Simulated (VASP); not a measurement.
Band structure of MoIr (space group P-6m2). Method: PBEsol GGA, VASP's PBE PAW potentials (set 64) (plane waves; VASP 6.6.1).

Unless said otherwise, spin-orbit coupling is left out, though it shifts the bands of the heavy elements here.

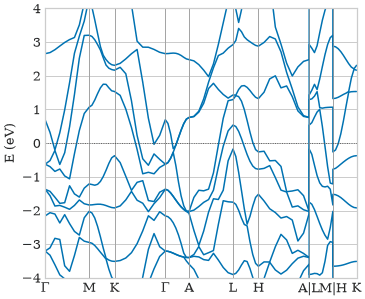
*Bands along high-symmetry lines, zero at the valence-band maximum or, without a gap, the Fermi level*

Read the plot: is there a gap, and where are the band edges?

It has no gap at this level: it comes out as a metal or semimetal. (Edges off the drawn lines would not show.)

The structure comes from a computed database's MoIr entry (P-6m2); how it stands against other phases isn't given here. It was relaxed first. The electron count is odd and the run is not spin-polarised, which forces a metal.
